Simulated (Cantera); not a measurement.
Charge: 1 mol SiCl4, 0.13 mol Cl2, a varied amount of N2, equilibrated at 1500 K and 190000 Pa.

Method: chemical equilibrium by Gibbs-energy minimisation in Cantera with the NASA 1993 tables (ideal gas, pure condensed phases). Candidate condensed phases: Si, Si3N4; 13 gas species. The tables' values for SiCl3 are old estimates; treat these amounts as uncertain. Rates play no part.

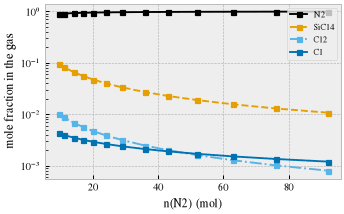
Figure. Equilibrium gas composition (values under 1e-9 drawn at 1e-9)

From 9.4 mol N2 to 92 mol N2 nothing is condensed. The main Si-bearing gas is SiCl4 throughout.
